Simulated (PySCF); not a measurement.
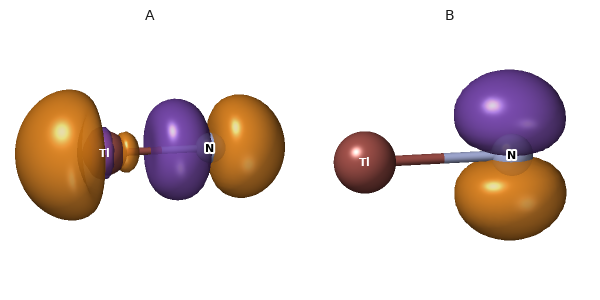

Figure. TlN (triplet). Two frontier α-spin orbitals, each drawn at the value that holds 80 % of its norm (orange and purple are the two phases), in no order; of a degenerate pair one member is drawn.

Core potentials replace the inner electrons of Tl.

These are results of PySCF, PBE0/cc-pVDZ(-PP), non-relativistic Hamiltonian with scalar-relativistic core potentials where named, at a bond length of 2.325 Å, not measurements.

Q: Name the orbitals and rank them from lowest to highest energy.

A: Orbital B: π, occupied in this spin, −7.57 eV; mainly on N (90 %).
Orbital A: σ, occupied in this spin, −5.86 eV; shared between the atoms (Tl 35 %, N 65 %).
